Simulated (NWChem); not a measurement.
# CH5SSi (SMILES C[SiH2][S]) at 3 levels

Wanted: a comparison of 3 runs (UHF/STO-3G, UHF/3-21G, UB3LYP/6-31G*) of CH5SSi. 

The calculation is run with NWChem 7.3.0.

## (1) The molecule

The species is CH5SSi (8 atoms), meant as a doublet with charge 0. As SMILES, `C[SiH2][S]`. The coordinates come from a PBE0-D4/def2-TZVP relaxation.

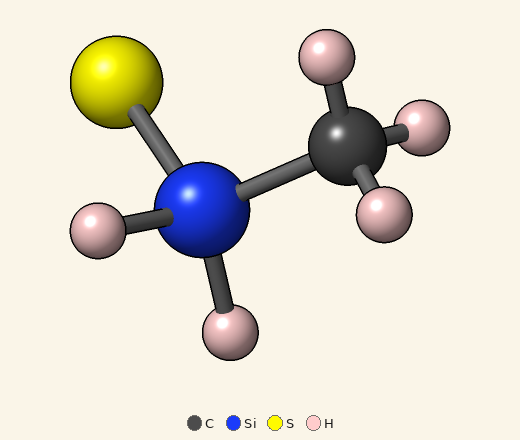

The structure, seen from a chosen angle (carbon dark grey, silicon blue, sulfur yellow, hydrogen pink).

## (2) Energy and forces at UHF/STO-3G (run 1)

run.py reads:

```python
from ase import Atoms
from ase.calculators.nwchem import NWChem

molecule = Atoms('CSiSHHHHH', positions=[
    [-0.598700, 0.798100, -0.213000],
    [0.427600, -0.729400, 0.083900],
    [1.890200, -0.504100, 1.609200],
    [-1.299400, 0.628400, -1.035300],
    [0.038500, 1.647400, -0.466400],
    [-1.175300, 1.055400, 0.678100],
    [1.258500, -1.063000, -1.109700],
    [-0.449100, -1.890100, 0.397300],
])

calc = NWChem(
    label='input',
    theory='scf',
    memory='2200 mb',
    basis='STO-3G',
    basispar='spherical bse',
    scf={'nopen': '1', 'uhf': None, 'thresh': '1e-08', 'maxiter': '80'},
)
molecule.calc = calc

forces = molecule.get_forces()
print(f"energy = {molecule.get_potential_energy():.6f} eV")
print("forces (eV/A):")
for s, f in zip(molecule.symbols, forces):
    print(f"{s:2s} {f[0]:10.5f} {f[1]:10.5f} {f[2]:10.5f}")
```

On the command line:

```
$ export ASE_NWCHEM_COMMAND="nwchem PREFIX.nwi > PREFIX.nwo"
$ python run.py
```

Output:

```text
energy = -19567.901766 eV
forces (eV/A):
C    -0.16851    0.05399   -0.06870
Si    0.75416   -1.80610   -0.61701
S    -0.34021    0.05888   -0.09493
H     0.29213    0.21232    0.37224
H    -0.35975   -0.26986    0.06968
H     0.19566   -0.01466   -0.41672
H    -1.24920    0.41714    1.18086
H     0.87572    1.34829   -0.42531
```

The calculator wrote input.nwi:

```
title "input"

permanent_dir input

scratch_dir input

start input

geometry units angstrom nocenter noautosym noautoz
  C  -5.9870000000000001e-01 7.9810000000000003e-01 -2.1299999999999999e-01
  Si 4.2759999999999998e-01 -7.2940000000000005e-01 8.3900000000000002e-02
  S  1.8902000000000001e+00 -5.0409999999999999e-01 1.6092000000000000e+00
  H  -1.2994000000000001e+00 6.2839999999999996e-01 -1.0353000000000001e+00
  H  3.8500000000000000e-02 1.6474000000000000e+00 -4.6639999999999998e-01
  H  -1.1753000000000000e+00 1.0553999999999999e+00 6.7810000000000004e-01
  H  1.2585000000000000e+00 -1.0629999999999999e+00 -1.1096999999999999e+00
  H  -4.4910000000000000e-01 -1.8900999999999999e+00 3.9729999999999999e-01
end

memory 2200 mb

basis spherical bse noprint
   * library STO-3G
end

scf
  nopen 1
  uhf
  thresh 1e-08
  maxiter 80
end

task scf gradient
```

input.nwo, cut to the lines that bear on the results:

```text
[...]
      One electron energy =  -1277.626528059591
[... 1 line left out ...]
 Nuclear repulsion energy =    139.423360408089
[... 40 lines left out ...]
          Final beta eigenvalues
[... 177 lines left out ...]
                     UHF Final Beta Molecular Orbital Analysis
[...]
  wavefunction    =   UHF
                         UHF ENERGY GRADIENTS
    atom               coordinates                        gradient
                 x          y          z           x          y          z
   1 C      -1.131379   1.508190  -0.402512    0.003277  -0.001050   0.001336
   2 Si      0.808047  -1.378366   0.158548   -0.014666   0.035123   0.011999
   3 S       3.571960  -0.952611   3.040947    0.006616  -0.001145   0.001846
[... 4 lines of this table left out ...]
   8 H      -0.848676  -3.571771   0.750788   -0.017030  -0.026220   0.008271
[...]
```

It took 16 s on 1 thread of Intel Xeon Platinum 8259CL at 2.50GHz (Skylake/Cascade Lake), shared host; peak memory 0.099 GiB.

## (3) Energy and gradient at UHF/3-21G (run 2)

ch5ssi.nw reads:

```
start ch5ssi
title "CH5SSi hf"
memory 2200 mb

geometry units angstrom noautosym nocenter noautoz
  C       -0.598700       0.798100      -0.213000
  Si       0.427600      -0.729400       0.083900
  S        1.890200      -0.504100       1.609200
  H       -1.299400       0.628400      -1.035300
  H        0.038500       1.647400      -0.466400
  H       -1.175300       1.055400       0.678100
  H        1.258500      -1.063000      -1.109700
  H       -0.449100      -1.890100       0.397300
end

basis spherical bse
  * library 3-21G
end

scf
  nopen 1
  uhf
  thresh 1e-08
  maxiter 80
  noprint "final vectors analysis"
end

task scf gradient
```

On the command line:

```
$ nwchem ch5ssi.nw > ch5ssi.out
```

Output:

```text
[...]
  functions       =    45
[...]
  wavefunction    = UHF
[...]
         Total SCF energy =   -723.526834050465
      One electron energy =  -1277.654996107987
      Two electron energy =    414.704801649433
 Nuclear repulsion energy =    139.423360408089
                       Sz =      0.5000
                 Sz(Sz+1) =      0.7500
                      S^2 =      0.7535
[...]
                         UHF ENERGY GRADIENTS
    atom               coordinates                        gradient
                 x          y          z           x          y          z
   1 C      -1.131379   1.508190  -0.402512    0.009926  -0.015764   0.001873
   2 Si      0.808047  -1.378366   0.158548    0.016706   0.020250   0.028689
   3 S       3.571960  -0.952611   3.040947   -0.026649  -0.004598  -0.029823
   4 H      -2.455510   1.187504  -1.956433   -0.003252  -0.001623  -0.003959
   5 H       0.072754   3.113135  -0.881368    0.004189   0.003013  -0.000870
   6 H      -2.220995   1.994417   1.281423   -0.001859  -0.000288   0.004794
   7 H       2.378220  -2.008779  -2.097029    0.001869  -0.000336  -0.000266
   8 H      -0.848676  -3.571771   0.750788   -0.000930  -0.000653  -0.000437
[...]
```

It took 8.7 s on 1 thread of Intel Xeon Platinum 8259CL at 2.50GHz (Skylake/Cascade Lake), shared host; peak memory 0.098 GiB.

## (4) Energy and forces at UB3LYP/6-31G(d) (Cartesian functions) (run 3)

ch5ssi.nw reads:

```
start ch5ssi
memory stack 880 mb heap 220 mb global 1100 mb
charge 0

geometry noautosym nocenter noautoz
  C     -0.598700     0.798100    -0.213000
  Si     0.427600    -0.729400     0.083900
  S      1.890200    -0.504100     1.609200
  H     -1.299400     0.628400    -1.035300
  H      0.038500     1.647400    -0.466400
  H     -1.175300     1.055400     0.678100
  H      1.258500    -1.063000    -1.109700
  H     -0.449100    -1.890100     0.397300
end

basis "ao basis"
  * library 6-31G*
end

dft
  xc b3lyp
  mult 2
  grid xfine
  convergence energy 1e-08
  iterations 100
  mulliken
  print medium
end

task dft gradient
```

On the command line:

```
$ nwchem ch5ssi.nw > ch5ssi.out
```

Output:

```text
[...]
          Wavefunction type:  spin polarized.
          No. of atoms     :     8
          No. of electrons :    41
[...]
          Charge           :     0
          Spin multiplicity:     2
[...]
          AO basis - number of functions:    63
[...]
              XC Information
              --------------
                         B3LYP Method XC Potential
                     Hartree-Fock (Exact) Exchange  0.200
                        Slater Exchange Functional  0.800 local
                    Becke 1988 Exchange Functional  0.720 non-local
              Lee-Yang-Parr Correlation Functional  0.810
                  VWN I RPA Correlation Functional  0.190 local
[...]
 d= 0,ls=0.0,diis     1   -728.7498177933 -8.68D+02  6.48D-03  9.74D-02     5.2
[...]
 d= 0,ls=0.0,diis    17   -728.7921761607 -9.20D-11  7.79D-08  3.49D-12    81.0
[...]
         Total DFT energy =     -728.792176160716
      One electron energy =    -1282.735644999019
           Coulomb energy =      468.446598681447
    Exchange-Corr. energy =      -53.926490251232
 Nuclear repulsion energy =      139.423360408089
[...]
      Total Density - Mulliken Population Analysis
     ---------------------------------------------
    Atom       Charge   Shell Charges
 -----------   ------   -------------------------------------------------------
    1 C    6     6.66   1.99  0.67  2.14  0.68  1.15  0.02
    2 Si  14    13.59   2.00  1.99  5.96  1.04  1.88  0.22  0.33  0.16
    3 S   16    16.19   2.00  1.99  5.97  1.46  2.93  0.56  1.32 -0.03
    4 H    1     0.82   0.52  0.31
    5 H    1     0.82   0.52  0.30
    6 H    1     0.82   0.52  0.30
    7 H    1     1.05   0.51  0.54
    8 H    1     1.05   0.51  0.54
[...]
      <S2> =      0.7526 (Exact =     0.7500)
[...]
  wavefunction    = open shell
                         DFT ENERGY GRADIENTS
    atom               coordinates                        gradient
                 x          y          z           x          y          z
   1 C      -1.131379   1.508190  -0.402512    0.001648  -0.002158   0.000733
   2 Si      0.808047  -1.378366   0.158548    0.001086   0.005246   0.003301
   3 S       3.571960  -0.952611   3.040947   -0.005743  -0.000546  -0.005880
   4 H      -2.455510   1.187504  -1.956433    0.001663  -0.000362   0.001548
   5 H       0.072754   3.113135  -0.881368   -0.000573  -0.002068   0.000643
   6 H      -2.220995   1.994417   1.281423    0.001500  -0.001136  -0.001325
   7 H       2.378220  -2.008779  -2.097029    0.000100   0.000364   0.000637
   8 H      -0.848676  -3.571771   0.750788    0.000321   0.000659   0.000343
[...]
```

It took 92 s on 1 thread of Intel Xeon Platinum 8259CL at 2.50GHz (Skylake/Cascade Lake), shared host; peak memory 0.14 GiB.

## (5) The series

| run | level | Cartesian functions | iteration cap | energy (Eh) | dipole moment (D) | HOMO energy (eV) | LUMO energy (eV) | wall time |
| --- | --- | --- | --- | --- | --- | --- | --- | --- |
| 1 | UHF/STO-3G | no | 80 | -719.107132 | 1.01 | -6.16 | 6.04 | 16 s |
| 2 | UHF/3-21G | no | 80 | -723.526834 | 2.61 | – | – | 8.7 s |
| 3 | UB3LYP/6-31G* (Cartesian functions) | yes | 100 | -728.792176 | 2.03 | -6.78 | -4.69 | 92 s |

## (6) What came out

```
                                 quantity          value
                      run 3: total energy  -728.79218 Eh
                     run 3: dipole moment         2.03 D
run 3: HOMO energy (highest over α and β)       -6.78 eV
 run 3: LUMO energy (lowest over α and β)       -4.69 eV
                              run 3: ⟨S²⟩          0.753
          run 3: largest force on an atom     0.424 eV/Å
```

**Reading.** The dipole moment (its size) runs from 1.01 D (UHF/STO-3G) to 2.61 D (UHF/3-21G). In run 1 the basis is minimal, so the values are rough. All runs together took 1.9 min, the longest 92 s.
